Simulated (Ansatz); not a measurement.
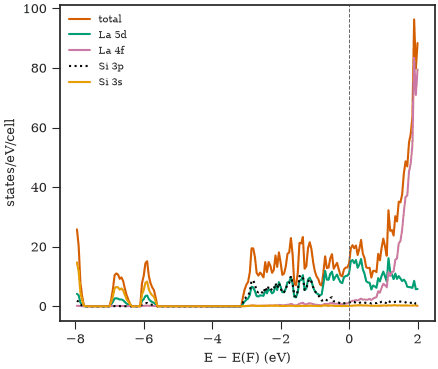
Fig. 1. Total and projected density of states of La$_{5}$Si$_{3}$ in space group I4/mcm (No. 140; La on 16l, La on 4c, Si on 8h, Si on 4a), plane-wave PAW PBEsol (Ansatz code)

Task: Which orbitals carry the states next to the Fermi level?

Result: Within 0.5 eV of the Fermi level: La 5d 74 %, La 4f 9 %, Si 3p 8 %. Projections are on Löwdin-orthogonalised atomic valence shells; empty p or d shells of many metals are not among them.

The first step of the workflow began from a Materials Project structure, measured or hypothetical; the Crystallography Open Database files this formula in space group No. 140, but the cells were not matched. Its standing as an ambient phase is unchecked. The PBEsol relaxation kept the symmetry of its start; whether a distortion lowers the energy is not shown. The workflow began spin-polarised and lost its moments. Spin–orbit coupling is left out wherever it is not named.

Potentials: the later of the program's two PAW sets.
